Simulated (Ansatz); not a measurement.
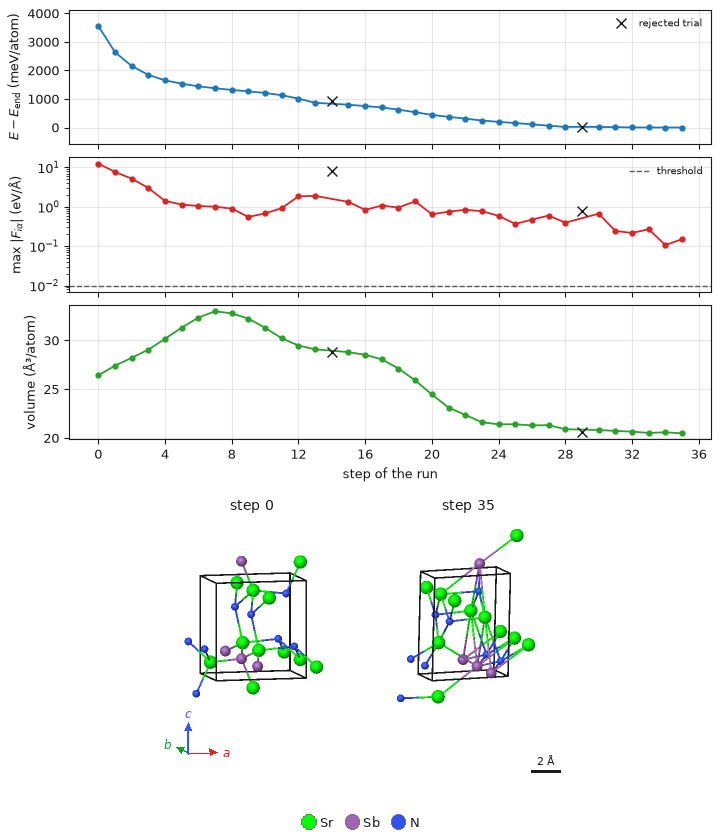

First and last geometry of a relaxation of solid Sr₃SbN₃ (built on the Zn3PBr3-6 type type), with the history of the run. A ball-and-stick model of the cell of the calculation, seen slightly off an axis.

The calculation used DFT, PBEsol, plane waves, PAW in Ansatz 0.2.0. Settings: plane-wave cutoff 420 eV; k-point mesh 4 × 6 × 4; occupations fermi dirac; smearing width 0.03 eV; no spin polarisation; cell and atoms relaxed; force threshold 0.01 eV/Å; at most 120 steps.

### Did the run converge, and what did it change?

The run was cut off at its time limit before the relaxation converged, so the last structure is only a point on the way. The largest move relative to the cell is that of a Sr atom, 2.44 Å along [2 0 3]. Largest moves by element: Sr 2.44 Å, Sb 1.86 Å, N 1.30 Å. The volume changes by −22.5 %, with a 6.617 → 5.577 Å (−15.7 %), b 4.019 → 3.515 Å (−12.5 %), c 6.955 → 7.317 Å (+5.2 %), β 90.6° → 87.5°. Among the contacts that change: Sb–Sr 7.788 → 3.340 Å, N–Sr 6.547 → 2.973 Å, Sr–Sr 3.578 → 6.722 Å, N–Sr 4.932 → 2.392 Å. New bonds form, among them: N–Sb (4.09 → 1.97 Å), N–Sr (4.20 → 2.76 Å), N–Sr (4.75 → 2.49 Å), N–Sr (4.93 → 2.39 Å). Bonds break, among them: N–Sr (2.44 → 4.77 Å). Among the angles between lasting bonds that change: Sr–Sb–Sr 108.9° → 61.7°, Sr–Sb–Sr 108.1° → 68.1°, Sr–N–Sr 118.4° → 90.3°. The space group stays Pm (No. 6). The energy falls by 3566 meV per atom in 33 accepted moves (35 points after the start). Largest force component: 13 eV/Å at the start, 0.15 eV/Å at the end. The pressure goes from 25.26 to 0.06 GPa. The line search rejected the trial steps at points 14, 29 of the run.
